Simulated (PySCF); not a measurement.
**C₄H₆FGaO₂: spin-spin couplings**

Aim: predict the spin-spin couplings of C₄H₆FGaO₂ (`F[CH2][Ga@@H-]1[O]C=CC=[O+]1`).

Computed with PySCF 2.14.0, with density-fitted response routines of our own, on a single molecule in the gas phase. Atoms count from 0, in the outputs and in this text.

**1. Starting geometry**

14 atoms, charge 0, multiplicity 1; geometry from: GFN2-xTB.

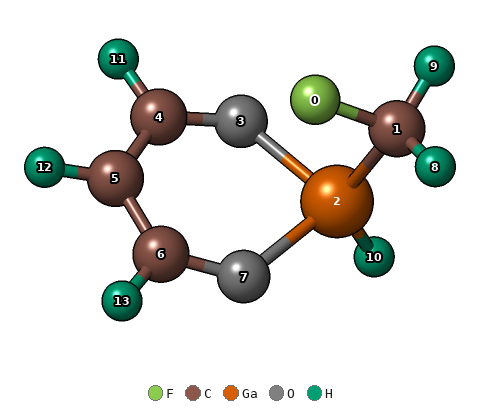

As it starts; fluorine green, carbon brown, gallium orange, oxygen grey, hydrogen teal, atoms numbered.

**2. J couplings: B3LYP/pcSseg-1+pcJ-1**

The job: settings as JSON, then the geometry in Å.

```
{"job": {"kind": "j", "xc": "B3LYP", "basis": "pcJ-1"}, "charge": 0, "multiplicity": 1}
F      1.286473     1.582734     0.055165
C      2.297541     0.618228    -0.138409
Ga     1.080491    -1.026652    -0.216206
O     -0.371025    -0.522073    -1.413141
C     -1.455225     0.044875    -1.088901
C     -1.941125     0.219701     0.199145
C     -1.241716    -0.233913     1.308533
O     -0.126125    -0.831878     1.301726
H      2.974591     0.719527     0.714632
H      2.824589     0.915822    -1.049399
H      1.323553    -2.530641    -0.411211
H     -2.068999     0.413497    -1.922442
H     -2.887993     0.711888     0.340720
H     -1.695708    -0.081587     2.297620
```

With the program's defaults for keys left out, this is: B3LYP/pcJ-1 Ga:pcSseg-1 indirect spin-spin coupling, non-relativistic, gas phase.

Run with:

```console
$ OMP_NUM_THREADS=1 python probes_run.py task.json out
```

This one command runs all jobs of the session in turn.

What it wrote:

```text
coarse grid: 58632 points
cycle   1  E = -2330.8054139643  dE =  5.704e-01  |g| = 1.464e+00  |ddm| = 3.412e+00
cycle   2  E = -2330.1589973992  dE =  6.464e-01  |g| = 2.423e+00  |ddm| = 2.335e+00
cycle   3  E = -2331.0282244933  dE = -8.692e-01  |g| = 4.663e-01  |ddm| = 1.855e+00
cycle   4  E = -2331.0668450401  dE = -3.862e-02  |g| = 1.119e-01  |ddm| = 3.840e-01
cycle   5  E = -2331.0684937908  dE = -1.649e-03  |g| = 2.333e-02  |ddm| = 7.194e-02
cycle   6  E = -2331.0685633245  dE = -6.953e-05  |g| = 1.052e-02  |ddm| = 1.667e-02
cycle   7  E = -2331.0685779528  dE = -1.463e-05  |g| = 1.375e-03  |ddm| = 5.423e-03
cycle   8  E = -2331.0685782961  dE = -3.432e-07  |g| = 5.262e-04  |ddm| = 1.425e-03
final grid: 124376 points
cycle   9  E = -2331.0686292468  dE = -2.799e-08  |g| = 7.734e-04  |ddm| = 2.547e-03
cycle  10  E = -2331.0686289844  dE =  2.624e-07  |g| = 1.385e-03  |ddm| = 1.487e-03
cycle  11  E = -2331.0686293700  dE = -3.857e-07  |g| = 2.318e-04  |ddm| = 1.010e-03
cycle  12  E = -2331.0686293806  dE = -1.058e-08  |g| = 3.407e-05  |ddm| = 1.851e-04
cycle  13  E = -2331.0686293808  dE = -1.951e-10  |g| = 8.562e-06  |ddm| = 2.604e-05
converged SCF energy = -2331.0686293808

Indirect spin-spin couplings (Hz)
  i      j    bonds     total        FC       PSO       DSO        SD
  0 F    1 C    1   -197.758  -281.304    52.661     0.983    29.903
  0 F    3 O    3      1.133     0.892     0.483    -0.119    -0.122
  0 F    4 C    4      0.789     0.836    -0.284     0.190     0.048
  0 F    5 C    5      0.198     0.197    -0.303     0.176     0.127
  0 F    6 C    4      0.773     0.823    -0.284     0.185     0.048
  0 F    7 O    3      1.195     0.967     0.466    -0.117    -0.121
  0 F    8 H    2     53.533    40.396    16.198    -0.347    -2.714
  0 F    9 H    2     53.548    40.411    16.202    -0.350    -2.715
  0 F   10 H    3     14.798    17.663     1.055    -3.751    -0.169
  0 F   12 H    6     -0.251    -0.040    -0.011    -0.256     0.056
  1 C    3 O    2     -2.382    -2.408     0.015     0.011         -
  1 C    4 C    3     -0.244    -0.203     0.014    -0.055         -
  1 C    5 C    4      0.307     0.329     0.030    -0.052         -
  1 C    6 C    3     -0.239    -0.199     0.014    -0.055         -
  1 C    7 O    2     -2.439    -2.465     0.015     0.011         -
  1 C    8 H    1    155.129   154.285    -0.338     1.183         -
  1 C    9 H    1    155.243   154.400    -0.339     1.182         -
  1 C   10 H    2     45.402    46.311     0.047    -0.956         -
  1 C   12 H    5     -0.271    -0.218     0.250    -0.302         -
  3 O    4 C    1     28.660    14.542    14.282    -0.164         -
  3 O    5 C    2      4.492     1.462     3.033    -0.002         -
  3 O    6 C    3     -2.689    -1.682    -0.991    -0.017         -
  3 O    8 H    3     -2.066    -2.220    -0.121     0.275         -
  3 O    9 H    3      0.390     0.396    -0.006     0.001         -
  3 O   10 H    2    -14.838   -15.196     0.169     0.190         -
  3 O   11 H    2    -14.830   -16.522     1.582     0.110         -
  3 O   12 H    3     -2.087    -2.983     0.652     0.244         -
  3 O   13 H    4      0.263     0.393    -0.342     0.212         -
  4 C    5 C    1     66.458    72.750    -6.600     0.309         -
  4 C    6 C    2     -0.995    -2.143     1.103     0.045         -
  4 C    7 O    3     -2.692    -1.684    -0.992    -0.016         -
  4 C   10 H    3      0.718     1.092     0.187    -0.561         -
  4 C   11 H    1    181.492   181.201    -0.857     1.148         -
  4 C   12 H    2      6.105     7.298    -1.043    -0.150         -
  4 C   13 H    3      7.417     7.249     0.563    -0.394         -
  5 C    6 C    1     66.454    72.744    -6.599     0.309         -
  5 C    7 O    2      4.499     1.467     3.034    -0.002         -
  5 C   10 H    4     -0.353     0.013     0.094    -0.460         -
  5 C   11 H    2     14.006    14.838    -0.648    -0.184         -
  5 C   12 H    1    173.303   171.527     0.759     1.018         -
  5 C   13 H    2     13.997    14.830    -0.648    -0.184         -
  6 C    7 O    1     28.689    14.565    14.287    -0.163         -
  6 C   10 H    3      0.704     1.077     0.186    -0.559         -
  6 C   11 H    3      7.422     7.253     0.563    -0.394         -
  6 C   12 H    2      6.112     7.305    -1.043    -0.150         -
  6 C   13 H    1    181.477   181.185    -0.856     1.148         -
  7 O    8 H    3      0.392     0.398    -0.004    -0.002         -
  7 O    9 H    3     -2.105    -2.260    -0.120     0.275         -
  7 O   10 H    2    -14.728   -15.085     0.167     0.191         -
  7 O   11 H    4      0.263     0.392    -0.342     0.212         -
  7 O   12 H    3     -2.089    -2.985     0.652     0.244         -
  7 O   13 H    2    -14.849   -16.542     1.582     0.111         -
  8 H    9 H    2    -10.952   -11.648     2.344    -1.649         -
  8 H   10 H    3     -2.879    -1.295     0.682    -2.266         -
  8 H   11 H    5     -0.160     0.162     1.140    -1.461         -
  8 H   12 H    6     -0.228    -0.010     0.937    -1.156         -
  8 H   13 H    5     -0.178    -0.040     0.582    -0.719         -
  9 H   10 H    3     -2.897    -1.322     0.676    -2.251         -
  9 H   11 H    5     -0.177    -0.039     0.584    -0.723         -
  9 H   12 H    6     -0.229    -0.010     0.941    -1.161         -
  9 H   13 H    5     -0.156     0.167     1.140    -1.464         -
 10 H   12 H    5     -0.602     0.122     1.079    -1.802         -
 11 H   12 H    3      4.799     4.838    -0.037    -0.002         -
 11 H   13 H    4      3.499     3.467     1.691    -1.658         -
 12 H   13 H    3      4.800     4.839    -0.037    -0.002         -
```

Run time: 3 min. Hardware: 1 thread of Arm Neoverse N1, shared host; peak memory 1.2 GiB.

A choice of the couplings up to four bonds, sorted by the number of bonds; isotopes 13C, 19F, 1H, 17O:

| pair | bonds | J (Hz) | Fermi contact (Hz) | dihedral (°) |
| --- | --- | --- | --- | --- |
| F0–C1 | 1 | -197.8 | -281.3 | – |
| C4–H11 | 1 | 181.5 | 181.2 | – |
| C6–H13 | 1 | 181.5 | 181.2 | – |
| C5–H12 | 1 | 173.3 | 171.5 | – |
| C1–H9 | 1 | 155.2 | 154.4 | – |
| C1–H8 | 1 | 155.1 | 154.3 | – |
| C4–C5 | 1 | 66.5 | 72.8 | – |
| C5–C6 | 1 | 66.5 | 72.7 | – |
| C6–O7 | 1 | 28.7 | 14.6 | – |
| F0–H9 | 2 | 53.5 | 40.4 | – |
| F0–H8 | 2 | 53.5 | 40.4 | – |
| C1–H10 | 2 | 45.4 | 46.3 | – |
| O7–H13 | 2 | -14.8 | -16.5 | – |
| O3–H10 | 2 | -14.8 | -15.2 | – |
| O3–H11 | 2 | -14.8 | -16.5 | – |
| O7–H10 | 2 | -14.7 | -15.1 | – |
| C5–H11 | 2 | 14.0 | 14.8 | – |
| C5–H13 | 2 | 14.0 | 14.8 | – |
| F0–H10 | 3 | 14.8 | 17.7 | 180 |
| C6–H11 | 3 | 7.4 | 7.3 | 179 |
| C4–H13 | 3 | 7.4 | 7.2 | -179 |
| H12–H13 | 3 | 4.8 | 4.8 | 1 |
| H11–H12 | 3 | 4.8 | 4.8 | 0 |
| H9–H10 | 3 | -2.9 | -1.3 | 67 |
| H8–H10 | 3 | -2.9 | -1.3 | -68 |
| C4–O7 | 3 | -2.7 | -1.7 | – |
| O3–C6 | 3 | -2.7 | -1.7 | – |
| H11–H13 | 4 | 3.5 | 3.5 | – |

The spin-dipole term was solved for some atoms only; pairs without it lack that part.

The response was solved for the nuclei of C, F, H alone, so couplings that need other nuclei can be missing.

Quadrupole couplings from the field gradients of the same density:

| atom | isotope | eQq/h (MHz) | η |
| --- | --- | --- | --- |
| Ga2 | 69Ga | -88.2 | 0.85 |
| O3 | 17O | 7.924 | 0.77 |
| O7 | 17O | 7.915 | 0.77 |

**3. What came out**

```
                                            quantity                     value
largest coupling of the table (B3LYP/pcSseg-1+pcJ-1)  1J(F,C) F0–C1, -197.8 Hz
```

Of the pairs tabulated at B3LYP/pcSseg-1+pcJ-1, F0–C1 couples most strongly (-197.8 Hz; Fermi contact -281.3 Hz). Couplings across rotatable bonds belong to this one conformer; where others are populated, the observed values are averages. Spin-orbit coupling is left out, which matters for shieldings and couplings at and beside the heavy atoms.
